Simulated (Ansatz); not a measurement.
# Dielectric response of GaN (10-10) films

Aim: the electronic and static ε of wurtzite GaN (10-10) from films of three thicknesses in a field.

Program: Ansatz 0.2.0. Level of theory: plane-wave DFT, PBE, Ansatz PAW, in the first sound run; inputs show where later runs differ. Results are calculated unless marked as measured.

## Step 1: Starting point

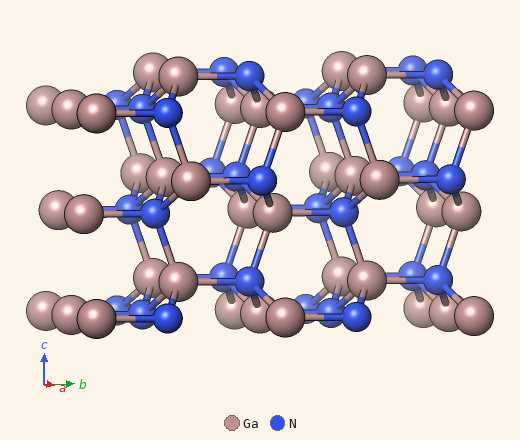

The starting structure, seen from the side, with the c axis up (gallium pink, nitrogen blue). 2×2×1 cells are drawn. Some periodic images of atoms are drawn too.

The cell holds 12 atoms: 6 Ga and 6 N. Cell: a = 3.190 Å, b = 5.190 Å, c = 24.446 Å, α = 90.0°, β = 90.0°, γ = 90.0°. It derives from GaN (wurtzite GaN). Vacuum lies along c.

As a file:

```xyz
12
Lattice="3.1900 0.0000 0.0000 0.0000 5.1900 0.0000 0.0000 0.0000 24.4461" Properties=species:S:1:pos:R:3
Ga    0.0000    0.0000    9.0000
N     0.0000    1.9566    9.0000
Ga    1.5950    2.5950    9.9209
N     1.5950    4.5516    9.9209
Ga    1.5950    0.0000   11.7626
N     1.5950    1.9566   11.7626
Ga    0.0000    2.5950   12.6835
N     0.0000    4.5516   12.6835
Ga    0.0000    0.0000   14.5252
N     0.0000    1.9566   14.5252
Ga    1.5950    2.5950   15.4461
N     1.5950    4.5516   15.4461
```

## Step 2: Relaxation, 12 atoms, units 3

The structure is relaxed first, because levels and dipoles at a surface follow the positions of the outer atoms.

The input, input.yaml:

```yaml
crystal:
  lattice:
    - [3.19, 0.0, 0.0]
    - [0.0, 5.19, 0.0]
    - [0.0, 0.0, 24.4461157555]
  atoms:
    - { symbol: Ga, position: [0.0, 0.0, 0.3681566466] }
    - { symbol: "N", position: [0.0, 0.377, 0.3681566466] }
    - { symbol: Ga, position: [0.5, 0.5, 0.4058261762] }
    - { symbol: "N", position: [0.5, 0.877, 0.4058261762] }
    - { symbol: Ga, position: [0.5, 0.0, 0.4811652352] }
    - { symbol: "N", position: [0.5, 0.377, 0.4811652352] }
    - { symbol: Ga, position: [0.0, 0.5, 0.5188347648] }
    - { symbol: "N", position: [0.0, 0.877, 0.5188347648] }
    - { symbol: Ga, position: [0.0, 0.0, 0.5941738238] }
    - { symbol: "N", position: [0.0, 0.377, 0.5941738238] }
    - { symbol: Ga, position: [0.5, 0.5, 0.6318433534] }
    - { symbol: "N", position: [0.5, 0.877, 0.6318433534] }
kpoints:
  mp_grid: { grid: [8, 6, 1] }
hamiltonian:
  xc: pbe
scf:
  occupations: { method: fixed }
  convergence: { dr2_threshold: 1.0e-09 }
efield:
  axis: 3
  dipole_correction: true
  ramp_position: 0.97
  ramp_width: 0.06
relax:
  f_tol: 0.003
  max_steps: 100
output:
  write_potential: true
  write_density: true
  volumetric_format: npy
```

Command:

```console
ansatz run input.yaml --threads 4 --pin off --max-ram 12288MiB --backend cpu --events-out ev --progress --plain --runs-dir out
```

Numbers of over 12 decimals in the logs are rounded to 6 here.

What it wrote:

```text
Engine: ansatz 0.2.0, aarch64-unknown-linux-gnu
Pseudopotentials: kind: paw
Pseudopotential: Ga, paw, valence charge 13, recommended cutoff 420 eV (normal), Ga.paw.azcp
Pseudopotential: N, paw, valence charge 5, recommended cutoff 420 eV (normal), N.paw.azcp
Functional definition: PBE
  parameter kappa = 0.804
  parameter beta = 0.066725
  exchange = pbe_x(kappa = kappa, mu = beta*pi^2/3)
  correlation = pbe_c(beta = beta)
Crystal: 12 atoms, lattice volume = 404.732 Å³
Basis set: ecut = 420 eV, 7939 PW (Γ), exchange–correlation on 48×72×360 points (8 copies of the dense FFT grid, shifted against one another)
Bands: 66, of which v1, the nominal top of the filled ones, is band 54 counted from 1 (53 counted from 0)
Symmetry: 2 space group operations
k-points: 20 of 48 (time reversal used)
Non-local potential: Ga, projectors of the file, l = 0: 2, l = 1: 2, l = 2: 3, l = 3: 1
Non-local potential: N, projectors of the file, l = 0: 2, l = 1: 2, l = 2: 1
PAW form: soft (Blöchl's): semilocal exchange-correlation on the pseudo side does not see the compensation charge
PAW one-centre angular grid: Ga, 590 points (default); XC on 64 Gauss nodes
PAW one-centre angular grid: N, 110 points (default); XC on 64 Gauss nodes
Initial density: superposition of atomic densities (neutral atoms: chi_scale 0, normalization atom), corrected by the library's trained network
Initial wavefunctions: pseudopotential atomic-orbital guess
Functional: x = pbe(κ = 0.804, μ = 0.219515), c = pbe(β = 0.066725)
SCF iter   1: F=—  HF=-25003.251020 eV  |F-HF|=—  |Δ(HF+E_count)|=         —  Δρ=2.23e-3  dr2=5.75e-2  ethr=1.77e-3  p=-0.000 e·Å  D=-4.41e-14 V/Å  ΔV_dip=0.00 eV  dr2_dipole=4.10e-8  V_vac-E_F(+/−)=4.77/4.77 eV  ⟨swp⟩=5.0  Hψ=4680  notcnv=0  defer=199
efield: sawtooth ramp at fractional position 0.9700 (set: `efield.ramp_position`, or a place that a band, a saddle search or an elastic batch's reference lends), width 0.0600; the density the first Hamiltonian is built on has a dipole p = -0.000 e·Å; the dipole correction subtracts the counter field D = -4.41e-14 V/Å, which shifts the + side's vacuum level by +0.00 eV against the − side's; the planar-averaged density in the ramp window peaks in size at 1.3e-5 e/Å³
preconditioner: auto → Resta (q_TF=auto, 2.189 Å⁻¹)  ε∞=2.6  [insulator: Δε(μ)=0.330 eV  Ē_g=15.356 eV  n_scr=60 (ndim 8)  ℏωp=19.2 eV  f_vac=0.612  ε∞_Penn≈2.6  vacuum switching on, ρ_ref=1.7e-2 e/Å³]
SCF iter   2: F=—  HF=-25003.247388 eV  |F-HF|=—  |Δ(HF+E_count)|=   3.63e-3  Δρ=9.67e-4  dr2=4.42e-3  ethr=5.32e-5  p=0.000 e·Å  D=3.89e-5 V/Å  ΔV_dip=-0.00 eV  dr2_dipole=1.08e-7  V_vac-E_F(+/−)=4.99/4.99 eV  ⟨swp⟩=2.8  Hψ=1903  notcnv=0  defer=200  κ⁻¹=1.0e0(r=1)
density mixer auto → broyden: gapped, with many states about μ (density of states about μ 0.37 of a free-electron gas's, 60 screened modes)
SCF iter   3: F=—  HF=-25003.247762 eV  |F-HF|=—  |Δ(HF+E_count)|=   3.74e-4  Δρ=4.53e-4  dr2=6.00e-4  ethr=4.09e-6  p=-0.000 e·Å  D=-1.49e-5 V/Å  ΔV_dip=0.00 eV  dr2_dipole=1.82e-8  V_vac-E_F(+/−)=4.97/4.97 eV  ⟨swp⟩=2.1  Hψ=2220  notcnv=0  defer=200  κ⁻¹=1.8e-2(r=2)
SCF iter   4: F=—  HF=-25003.248230 eV  |F-HF|=—  |Δ(HF+E_count)|=   4.68e-4  Δρ=1.84e-4  dr2=1.12e-4  ethr=5.56e-7  p=0.000 e·Å  D=1.61e-5 V/Å  ΔV_dip=-0.00 eV  dr2_dipole=2.48e-8  V_vac-E_F(+/−)=4.99/4.99 eV  ⟨swp⟩=2.0  Hψ=1717  notcnv=0  defer=200  κ⁻¹=2.8e-3(r=3)
SCF iter   5: F=—  HF=-25003.248336 eV  |F-HF|=—  |Δ(HF+E_count)|=   1.06e-4  Δρ=6.61e-5  dr2=2.12e-5  ethr=1.04e-7  p=-0.000 e·Å  D=-1.71e-5 V/Å  ΔV_dip=0.00 eV  dr2_dipole=2.89e-8  V_vac-E_F(+/−)=5.00/5.00 eV  ⟨swp⟩=2.0  Hψ=2112  notcnv=0  defer=200  κ⁻¹=7.3e-4(r=4)
SCF iter   6: F=—  HF=-25003.248340 eV  |F-HF|=—  |Δ(HF+E_count)|=   3.77e-6  Δρ=2.85e-5  dr2=3.35e-6  ethr=1.96e-8  p=0.000 e·Å  D=6.01e-6 V/Å  ΔV_dip=-0.00 eV  dr2_dipole=3.68e-9  V_vac-E_F(+/−)=5.00/5.00 eV  ⟨swp⟩=2.0  Hψ=1596  notcnv=0  defer=190  κ⁻¹=9.6e-5(r=5)
SCF iter   7: F=—  HF=-25003.248488 eV  |F-HF|=—  |Δ(HF+E_count)|=   1.48e-4  Δρ=1.18e-5  dr2=3.16e-7  ethr=3.10e-9  p=-0.000 e·Å  D=-9.10e-7 V/Å  ΔV_dip=0.00 eV  dr2_dipole=1.43e-10  V_vac-E_F(+/−)=5.00/5.00 eV  ⟨swp⟩=2.0  Hψ=1755  notcnv=0  defer=165  κ⁻¹=5.5e-6(r=6)
SCF iter   8: F=—  HF=-25003.248489 eV  |F-HF|=—  |Δ(HF+E_count)|=   6.05e-7  Δρ=4.18e-6  dr2=4.74e-8  ethr=2.93e-10  p=0.000 e·Å  D=2.20e-6 V/Å  ΔV_dip=-0.00 eV  dr2_dipole=5.55e-10  V_vac-E_F(+/−)=5.00/5.00 eV  ⟨swp⟩=2.0  Hψ=2264  notcnv=0  defer=165  κ⁻¹=1.7e-6(r=7)
SCF iter   9: F=—  HF=-25003.248489 eV  |F-HF|=—  |Δ(HF+E_count)|=   1.01e-7  Δρ=1.48e-6  dr2=8.94e-9  ethr=4.39e-11  p=-0.000 e·Å  D=-2.10e-6 V/Å  ΔV_dip=0.00 eV  dr2_dipole=5.37e-10  V_vac-E_F(+/−)=5.00/5.00 eV  ⟨swp⟩=2.0  Hψ=2206  notcnv=0  defer=165  κ⁻¹=3.3e-7(r=8)
SCF iter  10: F=—  HF=-25003.248489 eV  |F-HF|=—  |Δ(HF+E_count)|=   4.15e-9  Δρ=7.78e-7  dr2=1.75e-9  ethr=8.27e-12  p=0.000 e·Å  D=7.74e-7 V/Å  ΔV_dip=-0.00 eV  dr2_dipole=6.25e-11  V_vac-E_F(+/−)=5.00/5.00 eV  ⟨swp⟩=2.1  Hψ=1653  notcnv=0  defer=165  κ⁻¹=1.1e-6(r=8)
SCF iter  11: F=-25003.248489 eV  HF=-25003.248489 eV  |F-HF|=5.06e-10  |Δ(HF+E_count)|=   1.69e-9  Δρ=3.05e-7  dr2=2.53e-10  ethr=1.00e-12  p=-0.000 e·Å  D=-2.40e-7 V/Å  ΔV_dip=0.00 eV  dr2_dipole=4.36e-12  V_vac-E_F(+/−)=5.00/5.00 eV  ⟨swp⟩=8.1  Hψ=7906  notcnv=0
SCF 1 converged in 11 iterations: F = -25003.248489 eV  dr2 = 2.53e-10
  greatest PAW one-centre occupation: 0.996 electrons in one spin orbital (limit 2), on the Ga atom at site 0 (counted from 0), in its partial waves of l = 2
relax step   1: F+E_penalty+E_count = -25003.24848917 eV  Δ(F+E_penalty+E_count) = +0.000e0 eV  max|allowed force component| = 1.998e0 eV/Å  Δτ_max = 0.0000 Å  (11 SCF iters, accepted)
Initial density: handed on by an earlier stage of this run
Initial wavefunctions: those handed on with the density
iter 1 solved again at ethr=1.93e-4 eV; its pass at ethr=3.10e-3 eV (dr2=2.08e-1 eV) is discarded
SCF iter   1: F=—  HF=-25003.987030 eV  |F-HF|=—  |Δ(HF+E_count)|=         —  Δρ=1.07e-2  dr2=2.08e-1  ethr=1.93e-4  p=-0.000 e·Å  D=-2.40e-7 V/Å  ΔV_dip=0.00 eV  dr2_dipole=4.87e-12  V_vac-E_F(+/−)=5.21/5.21 eV  ⟨swp⟩=1.5  Hψ=5054  notcnv=0  defer=200
[...]
relax step   5: F+E_penalty+E_count = -25004.20332860 eV  Δ(F+E_penalty+E_count) = -4.914e-3 eV  max|allowed force component| = 4.327e-2 eV/Å  Δτ_max = 0.0148 Å  (9 SCF iters, accepted)
[...]
relax step   6: F+E_penalty+E_count = -25004.20356446 eV  Δ(F+E_penalty+E_count) = -2.359e-4 eV  max|allowed force component| = 1.065e-2 eV/Å  Δτ_max = 0.0070 Å  (8 SCF iters, accepted)
SCF iter   1: F=—  HF=-25004.203446 eV  |F-HF|=—  |Δ(HF+E_count)|=         —  Δρ=1.11e-4  dr2=3.37e-5  ethr=2.21e-7  p=-0.000 e·Å  D=-2.89e-7 V/Å  ΔV_dip=0.00 eV  dr2_dipole=2.11e-11  V_vac-E_F(+/−)=5.67/5.67 eV  ⟨swp⟩=2.0  Hψ=2750  notcnv=0  defer=200
efield: sawtooth ramp at fractional position 0.9700 (set: `efield.ramp_position`, or a place that a band, a saddle search or an elastic batch's reference lends), width 0.0600; the density the first Hamiltonian is built on has a dipole p = -0.000 e·Å; the dipole correction subtracts the counter field D = -2.89e-7 V/Å, which shifts the + side's vacuum level by +0.00 eV against the − side's; the planar-averaged density in the ramp window peaks in size at 5.5e-6 e/Å³
preconditioner: auto → Resta (q_TF=auto, 2.189 Å⁻¹)  ε∞=2.5  [insulator: Δε(μ)=1.513 eV  Ē_g=15.658 eV  n_scr=60 (ndim 8)  ℏωp=19.2 eV  f_vac=0.622  ε∞_Penn≈2.5  vacuum switching on, ρ_ref=1.8e-2 e/Å³]
SCF iter   2: F=—  HF=-25004.203436 eV  |F-HF|=—  |Δ(HF+E_count)|=   1.05e-5  Δρ=5.44e-5  dr2=6.31e-6  ethr=3.12e-8  p=0.000 e·Å  D=6.01e-7 V/Å  ΔV_dip=-0.00 eV  dr2_dipole=2.52e-12  V_vac-E_F(+/−)=5.67/5.67 eV  ⟨swp⟩=2.0  Hψ=1760  notcnv=0  defer=117  κ⁻¹=1.0e0(r=1)
density mixer auto → broyden: gapped, where msr1 would fit the directions that read negative (density of states about μ 0.07 of a free-electron gas's, 60 screened modes)
SCF iter   3: F=—  HF=-25004.203587 eV  |F-HF|=—  |Δ(HF+E_count)|=   1.51e-4  Δρ=1.81e-5  dr2=1.07e-6  ethr=5.84e-9  p=0.000 e·Å  D=1.52e-7 V/Å  ΔV_dip=-0.00 eV  dr2_dipole=2.22e-12  V_vac-E_F(+/−)=5.67/5.67 eV  ⟨swp⟩=3.0  Hψ=2485  notcnv=0  defer=117  κ⁻¹=2.4e-1(r=2)
SCF iter   4: F=—  HF=-25004.203587 eV  |F-HF|=—  |Δ(HF+E_count)|=   8.89e-8  Δρ=7.33e-6  dr2=1.25e-7  ethr=9.88e-10  p=0.000 e·Å  D=3.54e-7 V/Å  ΔV_dip=-0.00 eV  dr2_dipole=8.03e-14  V_vac-E_F(+/−)=5.67/5.67 eV  ⟨swp⟩=2.0  Hψ=1497  notcnv=0  defer=117  κ⁻¹=1.7e-2(r=3)
SCF iter   5: F=—  HF=-25004.203587 eV  |F-HF|=—  |Δ(HF+E_count)|=   2.27e-8  Δρ=2.33e-6  dr2=1.49e-8  ethr=1.16e-10  p=0.000 e·Å  D=3.16e-7 V/Å  ΔV_dip=-0.00 eV  dr2_dipole=6.53e-16  V_vac-E_F(+/−)=5.67/5.67 eV  ⟨swp⟩=2.8  Hψ=2353  notcnv=0  defer=117  κ⁻¹=2.7e-3(r=4)
SCF iter   6: F=—  HF=-25004.203587 eV  |F-HF|=—  |Δ(HF+E_count)|=   3.15e-9  Δρ=7.98e-7  dr2=1.49e-9  ethr=1.38e-11  p=0.000 e·Å  D=3.20e-7 V/Å  ΔV_dip=-0.00 eV  dr2_dipole=1.08e-12  V_vac-E_F(+/−)=5.67/5.67 eV  ⟨swp⟩=2.7  Hψ=2272  notcnv=0  defer=117  κ⁻¹=2.8e-4(r=5)
SCF iter   7: F=-25004.203587 eV  HF=-25004.203587 eV  |F-HF|=2.26e-10  |Δ(HF+E_count)|=  5.17e-10  Δρ=3.12e-7  dr2=1.84e-10  ethr=1.00e-12  p=0.000 e·Å  D=9.38e-8 V/Å  ΔV_dip=-0.00 eV  dr2_dipole=3.58e-13  V_vac-E_F(+/−)=5.67/5.67 eV  ⟨swp⟩=8.0  Hψ=8033  notcnv=0
SCF 7 converged in 7 iterations: F = -25004.203587 eV  dr2 = 1.84e-10
relax step   7: F+E_penalty+E_count = -25004.20358687 eV  Δ(F+E_penalty+E_count) = -2.241e-5 eV  max|allowed force component| = 5.857e-4 eV/Å  Δτ_max = 0.0014 Å  (7 SCF iters, accepted)
NSCF: frozen V_eff on 20 k-points
the band table was solved once a step of the walk had ended and its energy, with any forces and stress, was formed, with the checks that follow a solve (7632 applications of the Hamiltonian). They found nothing against the state; the energy, forces and stress were not computed again (output.eigenvalues in the input reference)
WARN: The output density's exchange-correlation potential varies sharply where the density is thin. Do not read a vacuum level from v_tot or v_xc, or from such a field of the output density. On a cell that repeats whose density bears no net charge and no dipole along the vacuum's axis use v_es (v_loc + v_h of the components); under efield.dipole_correction with no amplitude use v_es + v_field, which holds any externa [...]
SCF converged after 7 iterations
Stability not checked: this state was not tested for a lower state beside it, because the mixer in use, unlike msr1, does not test its closes by its own steps (another_mixer; see scf.mixing.algorithm and scf.lower_state_search)
Free energy (F): -25004.203587 eV
Harris-Foulkes:  -25004.203587 eV  (|F-HF|=2.26e-10)
Internal energy: -25004.203587 eV  (E = F + TS)
E sigma→0 (E₀):  -25004.203587 eV
Fermi energy:    -0.454976 eV
Dipole field:    D = 0.000001 V/Å  (p = 0.000001 e·Å, saw-weighted, corrected)
Work function:   Φ+ = 5.6724 eV   Φ− = 5.6724 eV
Levels:          The Fermi level and band energies are counted from a zero that moves with the ramp; work functions are not
--- Per-component energies (eV) ---
  E_band       = -1127.188126
  E_kinetic    = 1475.979848
  E_local      = -129709.813457  (includes V_loc(G=0)·N_el)
  E_nonlocal   = 2843.127566
  E_hartree    = 63840.107398
  E_xc         = -770.952537
  E_vxc        = -801.775937  (∫ρ·V_xc dr)
  E_paw        = -12716.411346  (= ΣΔE_a)
  E_vpaw       = -2614.920680  (= ΣTr[D̂ρ^β])
  E_aug_tail   = 0.000037  (compensation charges beyond the density's cutoff)
  E_efield     = 0.000000  (sawtooth field / dipole correction)
  E_vefield    = -0.000000  (∫n·V_field dr)
  E_ewald      = 50033.758904
  E_smearing   = -0.000000  (= −TS)
  E_closure    = -0.000000  (closes the sum)
  Σ components = -25004.203587   (vs F -25004.203587, Δ=0.00e0)
--- Forces (eV/Å), atoms counted from 1 ---
  atom   1  Ga     0.00000000     0.00005465    -0.00013578
  atom   2  N      0.00000000     0.00029306    -0.00007693
  atom   3  Ga     0.00000000    -0.00024069     0.00001513
  atom   4  N      0.00000000    -0.00043625    -0.00016331
  atom   5  Ga     0.00000000     0.00009853     0.00057918
  atom   6  N      0.00000000     0.00023065    -0.00014568
  atom   7  Ga     0.00000000     0.00009843    -0.00058582
  atom   8  N      0.00000000     0.00023125     0.00015175
  atom   9  Ga     0.00000000    -0.00024117    -0.00002112
  atom  10  N      0.00000000    -0.00043714     0.00016785
  atom  11  Ga     0.00000000     0.00005392     0.00013440
  atom  12  N      0.00000000     0.00029293     0.00007905
  max |Σ_I F_I| component: 1.84e-6 eV/Å
--- Band table (eV; the first three rows and the last of 20) ---
  k-point 0: bands = [... 50 lower, -0.8982, -0.6876, -0.5958, -0.4550, 1.0583, 2.0972, 3.7056, 4.2209, ... 8 higher]
  k-point 1: bands = [... 50 lower, -0.9156, -0.7934, -0.5650, -0.5498, 1.5860, 2.2600, 3.6296, 4.1144, ... 8 higher]
  k-point 2: bands = [... 50 lower, -1.0122, -0.9022, -0.7889, -0.5958, 2.2901, 2.5618, 3.6142, 3.9747, ... 8 higher]
  k-point 19: bands = [... 50 lower, -2.1188, -2.1188, -0.9161, -0.9161, 2.8350, 2.8350, 4.2944, 4.2944, ... 8 higher]
--- Relaxed structure (7 steps of the walk, 7 accepted, 0 SCFs on fresh bases) ---
  F+E_penalty+E_count = -25004.20358687 eV   max|allowed force component| = 5.857e-4 eV/Å
  atoms:
    - { symbol: Ga, position: [0.0, 0.026692, 0.377582] }
    - { symbol: N, position: [0.0, 0.374202, 0.365791] }
    - { symbol: Ga, position: [0.5, 0.492379, 0.399485] }
    - { symbol: N, position: [0.5, 0.868267, 0.404079] }
    - { symbol: Ga, position: [0.5, -0.00353714, 0.483640] }
    - { symbol: N, position: [0.5, 0.372997, 0.480185] }
    - { symbol: Ga, position: [0.0, 0.496463, 0.516360] }
    - { symbol: N, position: [0.0, 0.872997, 0.519815] }
    - { symbol: Ga, position: [0.0, -0.00762087, 0.600515] }
    - { symbol: N, position: [0.0, 0.368267, 0.595921] }
    - { symbol: Ga, position: [0.5, 0.526692, 0.622418] }
    - { symbol: N, position: [0.5, 0.874202, 0.634209] }
```

It took 1.7 min on 4 threads of Arm Neoverse V1, shared host; peak memory 1 GiB.

Relaxation path:

| step | energy less that of the first step (eV) | largest force component (eV/Å) |
| --- | --- | --- |
| 1 | 0.0000 | 1.9982 |
| 2 | -0.6876 | 0.9883 |
| 3 | -0.9166 | 0.4813 |
| 4 | -0.9499 | 0.1251 |
| 5 | -0.9548 | 0.0433 |
| 6 | -0.9551 | 0.0106 |
| 7 | -0.9551 | 0.0006 |

Forces are held to the 2 operations that the run works with; a distortion that breaks them can't arise in this run.

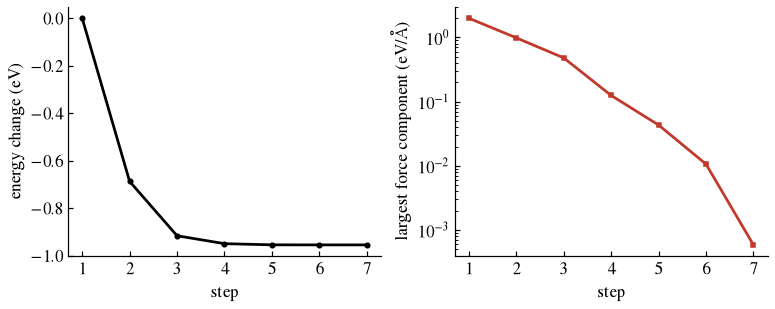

Energy and largest force along the relaxation.

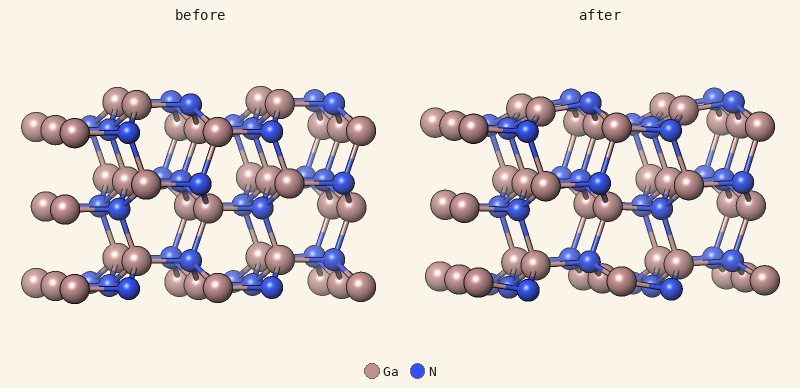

The structure before and after the relaxation, drawn at the same scale.

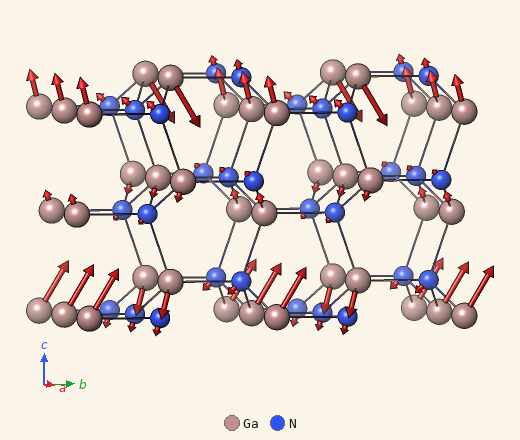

Displacements in the relaxation, exaggerated; the longest in the cell stands for 0.27 Å. 2×2×1 cells are drawn. Some periodic images of atoms are drawn too.

The atoms that moved most (Å):

| atom | dx | dy | dz | length |
| --- | --- | --- | --- | --- |
| Ga11 | 0.000 | 0.139 | -0.230 | 0.269 |
| Ga1 | 0.000 | 0.139 | 0.230 | 0.269 |
| Ga9 | 0.000 | -0.040 | 0.155 | 0.160 |
| Ga3 | 0.000 | -0.040 | -0.155 | 0.160 |
| Ga5 | 0.000 | -0.018 | 0.060 | 0.063 |
| Ga7 | 0.000 | -0.018 | -0.060 | 0.063 |
| N4 | 0.000 | -0.045 | -0.043 | 0.062 |
| N10 | 0.000 | -0.045 | 0.043 | 0.062 |

The relaxed structure:

```xyz
12
Lattice="3.1900 0.0000 0.0000 0.0000 5.1900 0.0000 0.0000 0.0000 24.4461" Properties=species:S:1:pos:R:3
Ga    0.0000    0.1385    9.2304
N     0.0000    1.9421    8.9422
Ga    1.5950    2.5554    9.7659
N     1.5950    4.5063    9.8782
Ga    1.5950   -0.0184   11.8231
N     1.5950    1.9359   11.7387
Ga    0.0000    2.5766   12.6230
N     0.0000    4.5309   12.7075
Ga    0.0000   -0.0396   14.6803
N     0.0000    1.9113   14.5680
Ga    1.5950    2.7335   15.2157
N     1.5950    4.5371   15.5039
```

This step gave:

```yaml
gap_on_the_k_mesh: 1.513 eV
dipole_along_the_normal: 1.47e-6 e·Å
ionisation_energy_upper_face: 5.672 eV
electron_affinity_upper_face: 4.159 eV
```

Running mean over 2.763 Å of the planar mean; the ramp of the sawtooth is left out. Table of electron's electrostatic potential energy less the highest filled level by z:

| z (Å) | electron's electrostatic potential energy less the highest filled level (eV) |
| --- | --- |
| 3 | 5.67 |
| 4 | 5.67 |
| 5 | 5.67 |
| 6 | 5.64 |
| 7 | 5.15 |
| 8 | 1.17 |
| 9 | -3.50 |
| 10 | -4.59 |
| 11 | -4.50 |
| 12 | -4.40 |
| 13 | -4.33 |
| 14 | -4.65 |
| 15 | -4.22 |
| 16 | -1.23 |
| 17 | 3.87 |
| 18 | 5.57 |
| 19 | 5.67 |
| 20 | 5.67 |
| 21 | 5.67 |

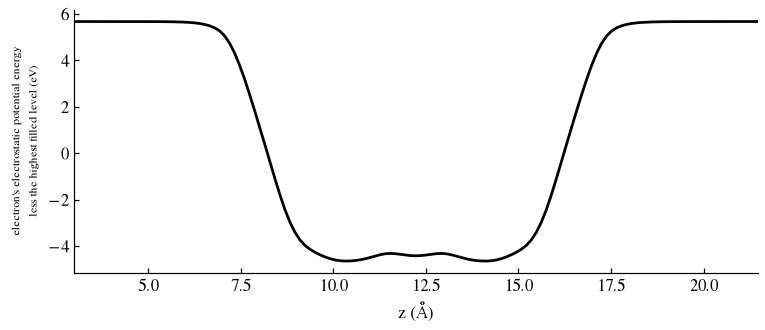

Electron's electrostatic potential energy less the highest filled level against z.

The relaxation took 7 steps and lowered the energy by 0.96 eV; the largest force on the free atoms ends at 5.9e-4 eV/Å.

The gap is 1.51 eV, with the valence edge 5.67 eV and the conduction edge 4.16 eV under the upper vacuum level.

(Continued in part 2 of 5.)

[Logs are printed without paths, hosts, clocks, repeated set-up lines and the standing remarks that a program may print on its own settings, such as how far it seeks lower states.]

[Hosts, paths, dates, database ids (printed as entryN), source tags and the programs' standing remarks are cut or masked in the printed files.]

[Maps of the electrostatic potential energy from Ansatz leave out the sawtooth potential of an applied field or a dipole correction, so their vacuum need not be flat; planar profiles and work functions include it.]
